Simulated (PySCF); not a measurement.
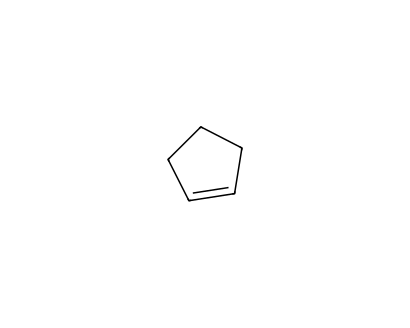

Simulated data, not a measurement (program: PySCF).

A structural formula.

### Transcribe the drawing into SMILES.

C1=CCCC1

### What is the molecular formula?

C5H8.

### An optimisation with PBE0-D3(BJ)/def2-SVP gave a structure of which point group?

Cs.
